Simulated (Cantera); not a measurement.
Feed: 1 mol PbO, a varied amount of CO, 1.5 mol N₂, held at 2175 K and 75.0 Torr.

Cantera equilibrium calculation (NASA polynomials, part measured and part estimated; ideal gas, pure solids and liquids). Candidate condensed phases: C, Pb, PbO, PbO₂, Pb₃O₄; 27 gas species. Gases not in the tables: (PbO)n polymers. Rates play no part.

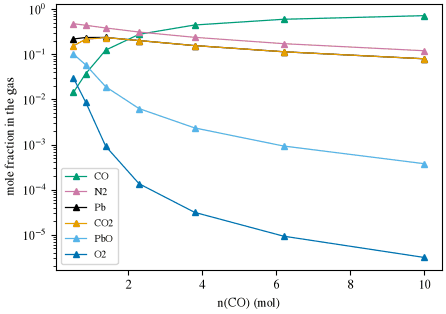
Equilibrium gas composition (values under 1e-9 drawn at 1e-9)

Q: Read off the mole fractions at 0.53 mol CO.

A: N₂ about 0.48, Pb about 0.22, CO₂ about 0.15, PbO about 0.10, O₂ about 0.030, CO about 0.014.
